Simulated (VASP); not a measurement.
Band structure of RbPbF3 (space group Pm-3m). Computed with PBEsol GGA with spin-orbit coupling, VASP's PBE PAW potentials (set 64) (plane waves; VASP).

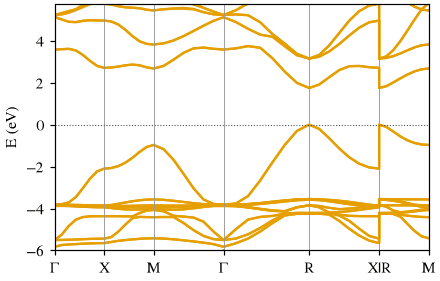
Figure. Bands along high-symmetry lines, zero at the valence-band maximum or, without a gap, the Fermi level

Q: Read the plot: is there a gap, and where are the band edges?

A: The gap is direct, 1.75 eV, from the valence maximum at R to the conduction minimum at R.

The structure comes from a computed database's RbPbF3 entry (Pm-3m); how it stands against other phases isn't given here. It was relaxed first.
